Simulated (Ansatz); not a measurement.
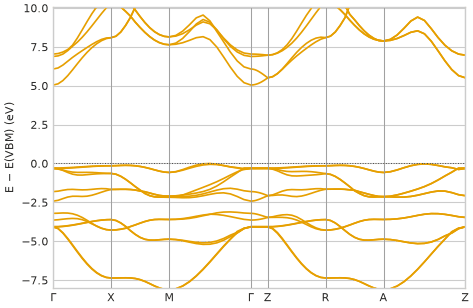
Figure. Band structure from plane-wave PAW PBE (Ansatz code)

Question: Read off the gap and where the band edges lie.

Answer: About 5.0 eV (5.05 eV by a search for the band edges); maximum on the M–Γ line, 48 % of the way from M, minimum at Γ.

The material is SiO2 in space group P4_2/nmc (No. 137; Si on 2a, O on 4d).

A made-up cell: these elements were put on the sites of a structure type; neither database checked (COD, Materials Project) lists it. It is not the phase usual at ambient conditions (space group No. 92, 152, 154). The PBE relaxation kept the symmetry of its start; its stability against distortions is not shown here.

Potentials: the earlier of the program's two PAW sets.
